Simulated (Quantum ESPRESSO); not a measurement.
# MnF2: which magnetic order is lowest, part 2 of 2

A self-consistent run ends on one state, which hangs on the start. Several orders of MnF2 are started in Quantum ESPRESSO and their energies compared.

Quantum ESPRESSO 7.5; LDA with U = 4 eV on Mn d (ortho-atomic projectors); plane waves with GBRV 1.5 LDA potentials, no spin-orbit coupling.

So far, absolute magnetization (μB): step 2 (run 1 (ferro ++)) 10.

## Step 3: Run 2 (antiferro +−)

pw.in

```
&CONTROL
  calculation = 'scf'
  prefix = 'pwscf'
  outdir = './tmp'
  pseudo_dir = './pseudo'
  disk_io = 'nowf'
/
&SYSTEM
  ibrav = 0
  celldm(1) = 8
  nat = 6
  ntyp = 3
  ecutwfc = 40
  ecutrho = 280
  nbnd = 39
  occupations = 'smearing'
  smearing = 'fd'
  degauss = 0.00367493
  nspin = 2
  starting_magnetization(1) = 0.3
  starting_magnetization(2) = -0.3
  starting_magnetization(3) = 0
/
&ELECTRONS
  conv_thr = 1.2d-08
  electron_maxstep = 150
  mixing_beta = 0.3
/
ATOMIC_SPECIES
Mn1    54.9380 mn_lda_v1.5.uspp.F.UPF
Mn2    54.9380 mn_lda_v1.5.uspp.F.UPF
F      18.9984 f_lda_v1.4.uspp.F.UPF
CELL_PARAMETERS alat
   1.1512683982751    0.0000000000000    0.0000000000000
   0.0000000000000    1.1512683982751    0.0000000000000
   0.0000000000000    0.0000000000000    0.7820395350998
ATOMIC_POSITIONS crystal
Mn1     0.0000000000    0.0000000000    0.0000000000
Mn2     0.5000000000    0.5000000000    0.5000000000
F       0.3053000000    0.3053000000    0.0000000000
F       0.1947000000    0.8053000000    0.5000000000
F       0.6947000000    0.6947000000    0.0000000000
F       0.8053000000    0.1947000000    0.5000000000
K_POINTS automatic
6 6 6 0 0 0
HUBBARD {ortho-atomic}
U Mn1-3d 4.0000
U Mn2-3d 4.0000
```

Launch:

```
$ OMP_NUM_THREADS=1 mpirun -n 4 pw.x -nk 4 -in pw.in > pw.out
```

The log of the run:

```text
[banner, memory and clock lines left out]
Program PWSCF v.7.5 starts

     Message from routine setup:
     using ibrav=0 with symmetry is DISCOURAGED, use correct ibrav instead

     bravais-lattice index     =            0
     lattice parameter (alat)  =       8.0000  a.u.
     unit-cell volume          =     530.7034 (a.u.)^3
     number of atoms/cell      =            6
     number of atomic types    =            3
     number of electrons       =        58.00
     number of Kohn-Sham states=           39
     kinetic-energy cutoff     =      40.0000  Ry
     charge density cutoff     =     280.0000  Ry
     scf convergence threshold =      1.2E-08
     mixing beta               =       0.3000
     number of iterations used =            8  plain     mixing
     Exchange-correlation=  SLA  PZ   NOGX NOGC
                           (   1   1   0   0   0   0   0)
     Hubbard projectors: ortho-atomic
     Hubbard parameters of DFT+U (Dudarev formulation) in eV:
     U(Mn1-3d) =  4.0000
     U(Mn2-3d) =  4.0000

     Internal variables: lda_plus_u =T, lda_plus_u_kind = 0

     Internal variables: orbital_resolved =F, hub_pot_fix =F, apply_U = F

     celldm(1)=   8.000000  celldm(2)=   0.000000  celldm(3)=   0.000000
     celldm(4)=   0.000000  celldm(5)=   0.000000  celldm(6)=   0.000000

     crystal axes: (cart. coord. in units of alat)
               a(1) = (   1.151268   0.000000   0.000000 )
               a(2) = (   0.000000   1.151268   0.000000 )
               a(3) = (   0.000000   0.000000   0.782040 )

     reciprocal axes: (cart. coord. in units 2 pi/alat)
               b(1) = (  0.868607  0.000000  0.000000 )
               b(2) = (  0.000000  0.868607  0.000000 )
               b(3) = (  0.000000  0.000000  1.278708 )

     PseudoPot. # 1 for Mn read from file:
     mn_lda_v1.5.uspp.F.UPF
     Pseudo is Ultrasoft + core correction, Zval = 15.0

     PseudoPot. # 2 for Mn read from file:
     mn_lda_v1.5.uspp.F.UPF
     Pseudo is Ultrasoft + core correction, Zval = 15.0

     PseudoPot. # 3 for F  read from file:
     f_lda_v1.4.uspp.F.UPF
     Pseudo is Ultrasoft, Zval =  7.0

     atomic species   valence    mass     pseudopotential
     Mn1              15.00    54.93800     Mn( 1.00)
     Mn2              15.00    54.93800     Mn( 1.00)
     F                 7.00    18.99840     F ( 1.00)

     Starting magnetic structure
     atomic species   magnetization
     Mn1             0.300
     Mn2            -0.300
     F               0.000

      8 Sym. Ops., with inversion, found

   Cartesian axes

     site n.     atom                  positions (alat units)
         1        Mn1    tau(   1) = (   0.0000000   0.0000000   0.0000000  )
         2        Mn2    tau(   2) = (   0.5756342   0.5756342   0.3910198  )
         3        F      tau(   3) = (   0.3514822   0.3514822   0.0000000  )
         4        F      tau(   4) = (   0.2241520   0.9271164   0.3910198  )
         5        F      tau(   5) = (   0.7997862   0.7997862   0.0000000  )
         6        F      tau(   6) = (   0.9271164   0.2241520   0.3910198  )

     number of k points=    52  Fermi-Dirac smearing, width (Ry)=  0.0037
                       cart. coord. in units 2pi/alat
        k(    1) = (   0.0000000   0.0000000   0.0000000), wk =   0.0046296
        k(    2) = (   0.0000000   0.0000000   0.2131180), wk =   0.0092593
        k(    3) = (   0.0000000   0.0000000   0.4262359), wk =   0.0092593
        k(    4) = (   0.0000000   0.0000000  -0.6393539), wk =   0.0046296
        k(    5) = (   0.0000000   0.1447679   0.0000000), wk =   0.0185185
        [... 47 further k-points ...]

     Dense  grid:    42069 G-vectors     FFT dimensions: (  50,  50,  36)

     Smooth grid:    18157 G-vectors     FFT dimensions: (  40,  40,  25)

     Check: negative core charge=   -0.000039
     Generating pointlists ...
     new r_m :   0.2050 (alat units)  1.6403 (a.u.) for type    1
     new r_m :   0.2050 (alat units)  1.6403 (a.u.) for type    2
     new r_m :   0.2050 (alat units)  1.6403 (a.u.) for type    3

     Initial potential from superposition of free atoms

     starting charge      56.9999, renormalised to      58.0000

     STARTING HUBBARD OCCUPATIONS:

     =================== HUBBARD OCCUPATIONS ===================
     ------------------------ ATOM    1 ------------------------
     Tr[ns(  1)] (up, down, total) =   5.00000  0.00000  5.00000
     Atomic magnetic moment for atom   1 =   5.00000
     [... lines left out ...]
     ------------------------ ATOM    2 ------------------------
     Tr[ns(  2)] (up, down, total) =   0.00000  5.00000  5.00000
     Atomic magnetic moment for atom   2 =  -5.00000
     [... lines left out ...]
     Number of occupied Hubbard levels =   10.0000

     Atomic wfc used for Hubbard projectors are orthogonalized

     Starting wfcs are   42 randomized atomic wfcs

     Self-consistent Calculation

     iteration #  1     ecut=    40.00 Ry     beta= 0.30
     Davidson diagonalization with overlap
     ethr =  1.00E-02,  avg # of iterations =  2.4

     =================== HUBBARD OCCUPATIONS ===================
     ------------------------ ATOM    1 ------------------------
     Tr[ns(  1)] (up, down, total) =   4.97124  0.14639  5.11763
     Atomic magnetic moment for atom   1 =   4.82484
     [... lines left out ...]
     ------------------------ ATOM    2 ------------------------
     Tr[ns(  2)] (up, down, total) =   0.14639  4.97124  5.11763
     Atomic magnetic moment for atom   2 =  -4.82485
     [... lines left out ...]
     Number of occupied Hubbard levels =   10.2353

     Threshold (ethr) on eigenvalues was too large:
     Diagonalizing with lowered threshold

     Davidson diagonalization with overlap
     ethr =  7.48E-04,  avg # of iterations =  1.2

     total energy              =    -616.75431793 Ry
     estimated scf accuracy    <       0.42949945 Ry

     total magnetization       =     0.00 Bohr mag/cell
     absolute magnetization    =     9.72 Bohr mag/cell

     iteration #  2     ecut=    40.00 Ry     beta= 0.30
     Davidson diagonalization with overlap
     ethr =  7.41E-04,  avg # of iterations =  2.0

     total energy              =    -616.81445046 Ry
     estimated scf accuracy    <       0.05292559 Ry

     total magnetization       =     0.00 Bohr mag/cell
     absolute magnetization    =     9.70 Bohr mag/cell

     [... further iterations left out ...]

     iteration #  9     ecut=    40.00 Ry     beta= 0.30
     Davidson diagonalization with overlap
     ethr =  6.05E-10,  avg # of iterations =  3.0

     negative rho (up, down):  6.531E-04 6.531E-04

     total energy              =    -616.82299813 Ry
     estimated scf accuracy    <       0.00000004 Ry

     total magnetization       =    -0.00 Bohr mag/cell
     absolute magnetization    =     9.72 Bohr mag/cell

     iteration # 10     ecut=    40.00 Ry     beta= 0.30
     Davidson diagonalization with overlap
     ethr =  6.10E-11,  avg # of iterations =  2.0

     negative rho (up, down):  6.529E-04 6.529E-04

     Magnetic moment per site  (integrated on atomic sphere of radius R)
     atom   1 (R=0.205)  charge= 12.3245  magn=  4.2099
     atom   2 (R=0.205)  charge= 12.3245  magn= -4.2099
     atom   3 (R=0.205)  charge=  6.6877  magn= -0.0239
     atom   4 (R=0.205)  charge=  6.6877  magn=  0.0239
     atom   5 (R=0.205)  charge=  6.6877  magn= -0.0239
     atom   6 (R=0.205)  charge=  6.6877  magn=  0.0239

     End of self-consistent calculation

     =================== HUBBARD OCCUPATIONS ===================
     ------------------------ ATOM    1 ------------------------
     Tr[ns(  1)] (up, down, total) =   4.98500  0.21189  5.19690
     Atomic magnetic moment for atom   1 =   4.77311
     [... lines left out ...]
     ------------------------ ATOM    2 ------------------------
     Tr[ns(  2)] (up, down, total) =   0.21189  4.98500  5.19690
     Atomic magnetic moment for atom   2 =  -4.77311
     [... lines left out ...]
     Number of occupied Hubbard levels =   10.3938

     Number of k-points >= 100: set verbosity='high' to print the bands.

     the Fermi energy is     6.1447 ev

!    total energy              =    -616.82299813 Ry
     estimated scf accuracy    <          8.9E-09 Ry
     smearing contrib. (-TS)   =      -0.00000000 Ry
     internal energy E=F+TS    =    -616.82299813 Ry

     The total energy is F=E-TS. E is the sum of the following terms:
     one-electron contribution =    -375.03394000 Ry
     hartree contribution      =     211.81443933 Ry
     xc contribution           =     -89.48025458 Ry
     ewald contribution        =    -364.18633894 Ry
     Hubbard energy            =       0.06309606 Ry

     total magnetization       =     0.00 Bohr mag/cell
     absolute magnetization    =     9.72 Bohr mag/cell

     convergence has been achieved in  10 iterations
```

The job ended after 40 s (4 MPI ranks of Intel Xeon 6975P-C (Granite Rapids), shared host; peak memory 0.63 GiB).

Spin moment in the atom's sphere by atom:

| atom | spin moment in the atom's sphere (μB) |
| --- | --- |
| Mn1 | 4.21 |
| Mn2 | -4.21 |
| F3 | -0.02 |
| F4 | 0.02 |
| F5 | -0.02 |
| F6 | 0.02 |

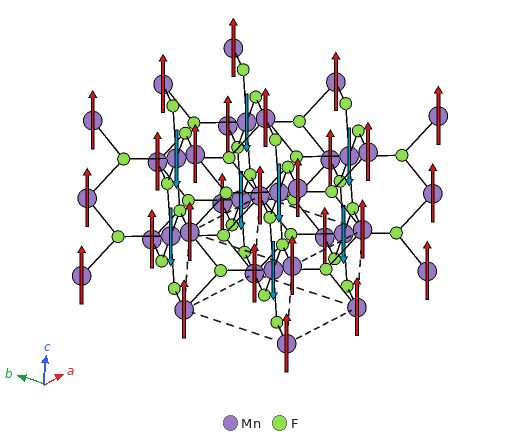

Spin moment in the atom's sphere as arrows, the longest 4.21 μB. Up and down stand for the sign. Arrows give size and sign along the axis of quantisation, drawn up and down the page. The two directions have two colours. 2×2×2 cells are drawn. Some periodic images of atoms are drawn too.

Numbers from this step:

```
smearing term TS       : 6.26e-12 eV
magnetization          : 0 μB
absolute magnetization : 9.719 μB
final state            : antiferromagnetic
```

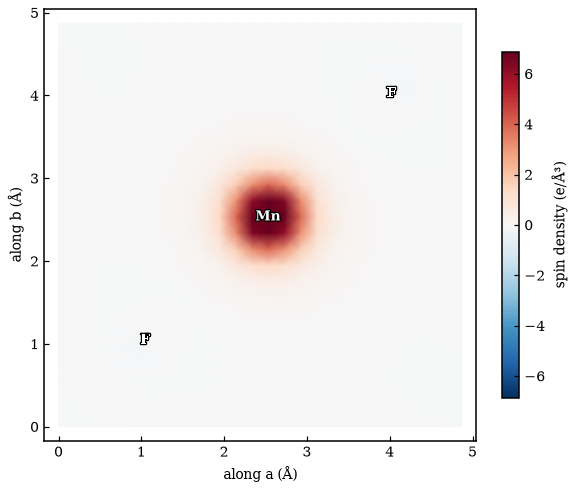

Spin density in the ab plane at fractional z = 0.000, with atoms of Mn and F within 0.2 Å of it. The map starts off the cell's origin, so that atoms lie inside it.

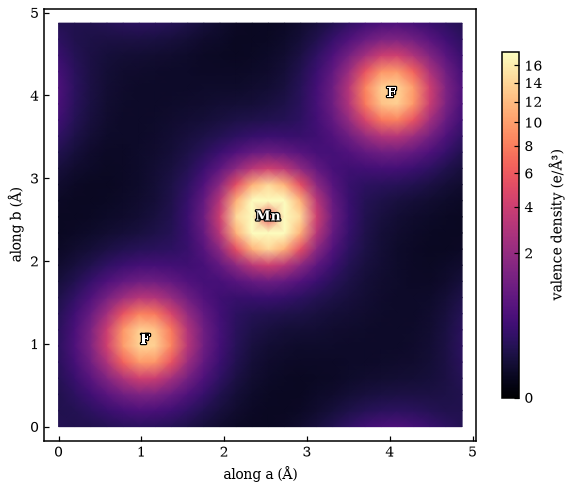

Valence density in the ab plane at fractional z = 0.000, with atoms of Mn and F within 0.2 Å of it. It is the smooth field of the valence electrons, not physical close to the nuclei. The map starts off the cell's origin, so that atoms lie inside it. The colour scale is stretched toward low values.

## Step 4: The states side by side

An order is kept where moments of 0.15 μB or more survive with the typed signs; meshes match where a doubled cell samples the same k points as the first cell.

Orders:

| start | final state | typed order kept | energy over the lowest (meV a seeded atom) | largest site moment (μB) | net moment (μB a cell of the first run) | mesh matched | CPU time (s) |
| --- | --- | --- | --- | --- | --- | --- | --- |
| ferro ++ | ferromagnetic | yes | 21.81 | 4.224 | 10 | yes | 125.9 |
| antiferro +- | antiferromagnetic | yes | 0 | 4.21 | 0 | yes | 157.5 |

## Step 5: Occupations of the corrected shells in the lowest state

Occupations of the Hubbard shells:

| block | type | shell | spin | electrons | occupation numbers |
| --- | --- | --- | --- | --- | --- |
| 1 | Mn1 | 3d | up | 4.985 | 0.994 0.995 0.997 0.999 0.999 |
| 1 | Mn1 | 3d | down | 0.2119 | 0.018 0.022 0.025 0.071 0.076 |
| 2 | Mn2 | 3d | up | 0.2119 | 0.018 0.022 0.025 0.071 0.076 |
| 2 | Mn2 | 3d | down | 4.985 | 0.994 0.995 0.997 0.999 0.999 |

## Step 6: Summary of results

- lowest state found: antiferromagnetic (from antiferro +-)
- largest site moment: 4.21 μB
- next state with moments: ferromagnetic, 21.8 meV a seeded atom higher

**Reading.** Only these 2 starts were compared; other wavevectors, canted and longer-period orders were not.

[Logs and program files are shortened in this print: banners, set-up blocks, solver, clock and traceback lines can be left out without a mark of their own.]

[Logs are printed without paths, hosts, clocks, repeated set-up lines and the standing remarks that a program may print on its own settings, such as how far it seeks lower states.]

[Hosts, paths, dates, database ids (printed as entryN), source tags and the programs' standing remarks are cut or masked in the printed files.]

[Where a cell is said to come from a database of computed structures, the database is the Materials Project.]
